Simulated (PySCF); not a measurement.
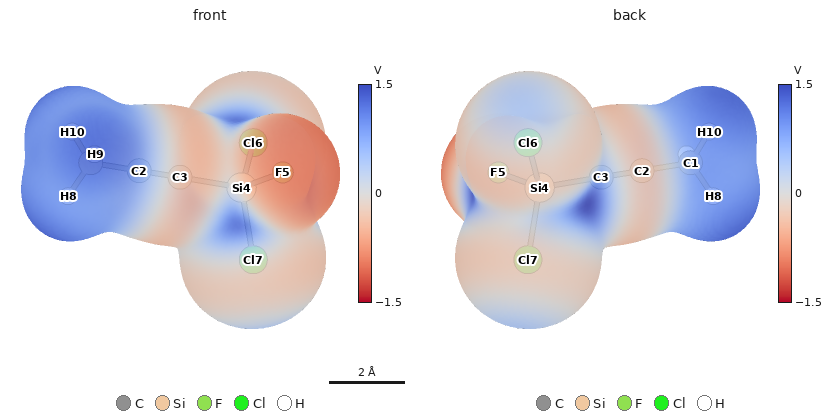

Figure. C$_{3}$H$_{3}$Cl$_{2}$FSi (SMILES CC#C[Si](F)(Cl)Cl). The electrostatic potential painted on the density surface at 0.002 e/bohr³, seen from the front and from behind; red is negative and blue positive.

Geometry: GFN2-xTB.

Computed with PySCF, B3LYP/def2-SVPD, SCF density, gas phase.

```yaml
atoms:
  - { symbol: C, position_ang: [2.2704, -0.2761, -0.0493] }
  - { symbol: C, position_ang: [0.8422, -0.0957, -0.0213] }
  - { symbol: C, position_ang: [-0.3528, 0.0656, -0.0013] }
  - { symbol: Si, position_ang: [-2.1732, 0.2842, 0.0368] }
  - { symbol: F, position_ang: [-2.4788, 1.8067, -0.3939] }
  - { symbol: Cl, position_ang: [-2.9143, 0.0643, 1.8857] }
  - { symbol: Cl, position_ang: [-3.0961, -0.8782, -1.3089] }
  - { symbol: H, position_ang: [2.5203, -1.1549, -0.6428] }
  - { symbol: H, position_ang: [2.7449, 0.5989, -0.4919] }
  - { symbol: H, position_ang: [2.6462, -0.4103, 0.9645] }
```

Q: Describe the electrostatic potential map.

A: The most negative region (about −1.0 V) lies over F5, the most positive (about +1.3 V) over Si4, H8, H9 and H10. Cl6 shows a σ-hole: about +0.4 V at the tip opposite its bond, against about −0.2 V on its flanks. Cl7 shows a σ-hole: about +0.4 V at the tip opposite its bond, against about −0.2 V on its flanks.

Q: What dipole moment does the calculation give?

A: Its dipole moment is 3.38 D.
